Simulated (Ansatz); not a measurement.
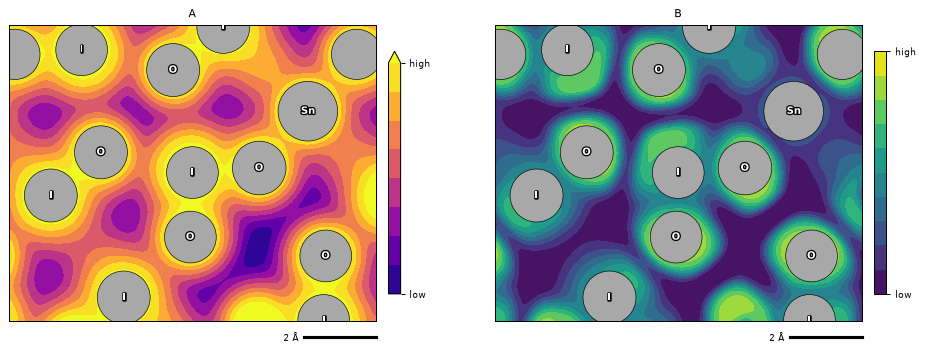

SnI4O12: 2 fields on the (111) plane of the conventional cell, with unlabelled colour scales. Grey discs cover the atomic cores.

Space group P-1; computed pressure about 4 GPa in this cell.

Level of theory: DFT, PBE, plane-wave PAW, default files, scalar-relativistic in Ansatz 0.2.0.

> Which field does each panel show? The fields are: electron localisation function and valence pseudo-density.

Panel A: valence pseudo-density. Panel B: electron localisation function. From the grid: I–O (1.79 Å): ρ is about 1.3 e/Å³ halfway; the ELF peaks at about 0.70 in the valence shell of O, 0.6 Å from its nucleus, and is about 0.50 at the midpoint. Sn–O (2.08 Å): ρ at the midpoint is about 0.61 e/Å³; the ELF peaks at about 0.80 in the valence shell of O, 0.6 Å from its nucleus, and is about 0.20 at the midpoint (no localised pair shows between them).
